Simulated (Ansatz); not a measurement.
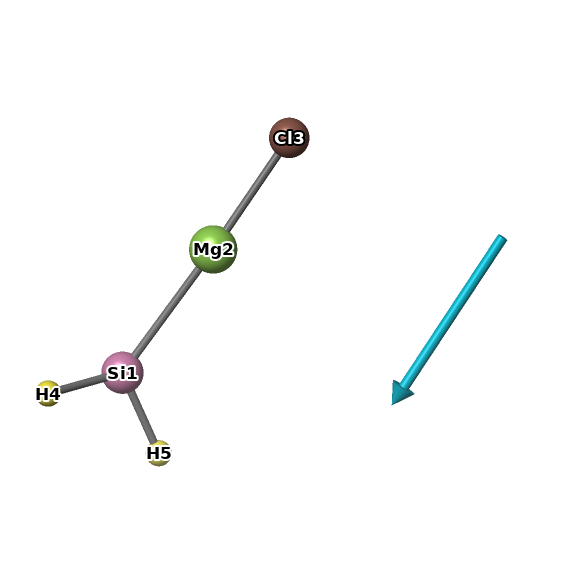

The arrow beside the molecule shows the direction of the dipole moment, from the negative to the positive end (its length means nothing). State: neutral, doublet. The geometry was computed by an optimisation with PBE0-D4/def2-TZVP. No frequency run is at hand to confirm it as a minimum. Method: UKS PBE0-D4/def2-TZVP (Ansatz 0.2.0).

How large is the dipole moment?

1.56 D; it points from the side of Cl3 to the side of H4, H5 (the outermost atoms at the two ends).
